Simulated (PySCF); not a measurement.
# C3H6AlFO2 (SMILES F[C@H]1CC=[O+][AlH2-][O]1): what the fields show

The calculation's input:

```
{"job": {"xc": "PBE0", "basis": "pcSseg-1", "kind": "nmr", "pop": true}, "charge": 0, "multiplicity": 1}
F     -0.628928    -0.802555     1.935147
C     -0.315893    -1.082798     0.617158
C     -1.290800    -0.175009    -0.269465
C     -0.728534     1.164050    -0.110220
O      0.386000     1.442653    -0.538311
Al     1.912941     0.336583    -0.442952
O      0.955501    -0.858608     0.368449
H     -0.618473    -2.134042     0.467553
H     -2.309591    -0.281794     0.091733
H     -1.160824    -0.552778    -1.281262
H     -1.248054     1.877837     0.544108
H      2.816785     1.157313     0.489883
H      2.225483    -0.090366    -1.889549
```

Command:

```sh
OMP_NUM_THREADS=1 python ens_run.py task.json out
```

Geometry: GFN2-xTB.

These are results of PBE0/pcSseg-1, SCF density, gas phase, non-relativistic (PySCF 2.14.0), not measurements.

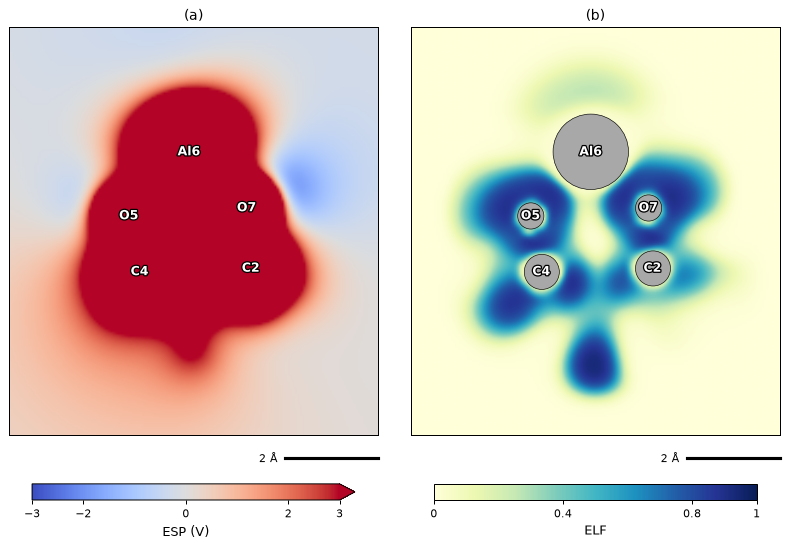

Figure 1. (a) molecular electrostatic potential; (b) electron localisation function on the plane of atoms O5, Al6 and O7. Grey discs cover the atomic cores in the ELF map.

### Interpret the plot.

The plane passes through C, O and Al nuclei.
C–O (1.23 Å): the ELF peaks at about 0.85 between the atoms (a short, multiple covalent bond).
Al–O (1.73 Å): the ELF peaks at about 0.85 in the valence shell of O, 0.6 Å from its nucleus, and is about 0.40 at the midpoint.
C–O (1.31 Å): the ELF peaks at about 0.90 between the atoms; a polar covalent bond.
The ELF also peaks beside O5 and O7, away from the bonds: lone-pair regions.
Outside the dense part of the molecule the potential is most negative (−1.7 V) near O7.

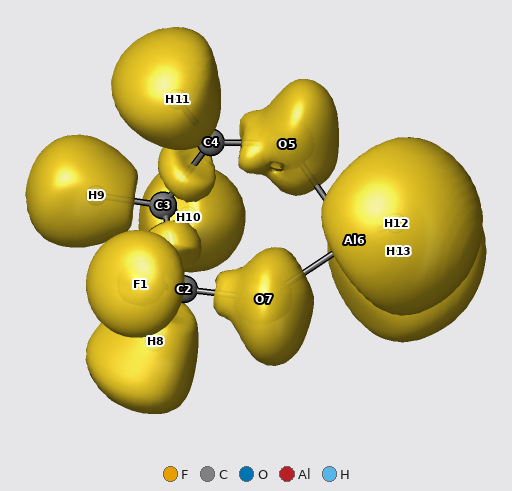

Figure 2. Isosurface of the ELF at 0.75 (yellow), seen at a tilt. Core shells and regions of very low density are left out.

### Identify the bonds, lone pairs and shells in this picture.

At this value the surface marks out two regions between bonded C–C atoms (shared pairs), six regions around hydrogen nuclei, one region on F in which the atom's valence shell and bonds are merged and two regions on O in which the atom's valence shell and bonds are merged. Profiles from the grid: C–F (1.38 Å): the ELF peaks at about 0.85 between the atoms, as expected for a polar covalent bond.

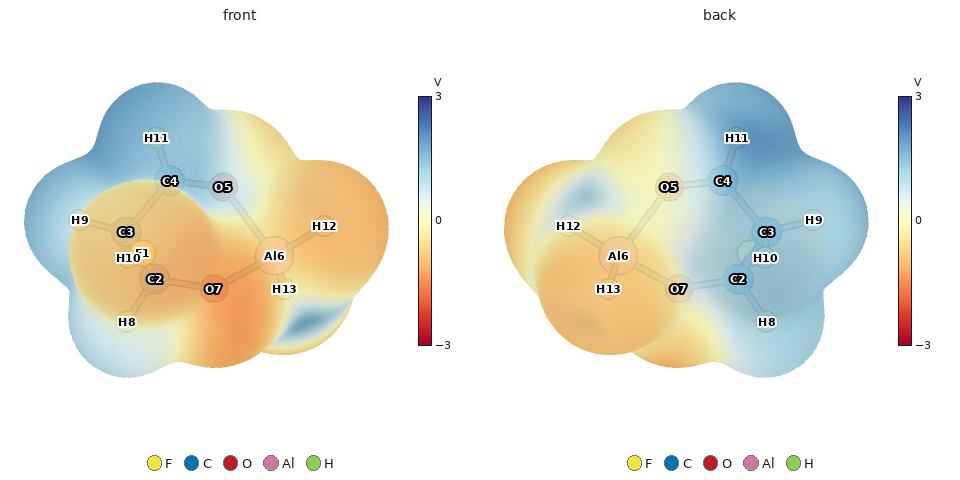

Figure 3. The electrostatic potential painted on the density surface at 0.002 e/bohr³, seen from the front and from behind; red is negative and blue positive.

### Describe the electrostatic potential map.

The most negative region (about −1.4 V, or −32 kcal/mol for a unit charge) lies over O7, the most positive (about +2.1 V, or +48 kcal/mol for a unit charge) over the π face of C4. O7 is the likeliest acceptor of a hydrogen bond.

### What dipole moment does the calculation give?

Its dipole moment is 4.76 D.
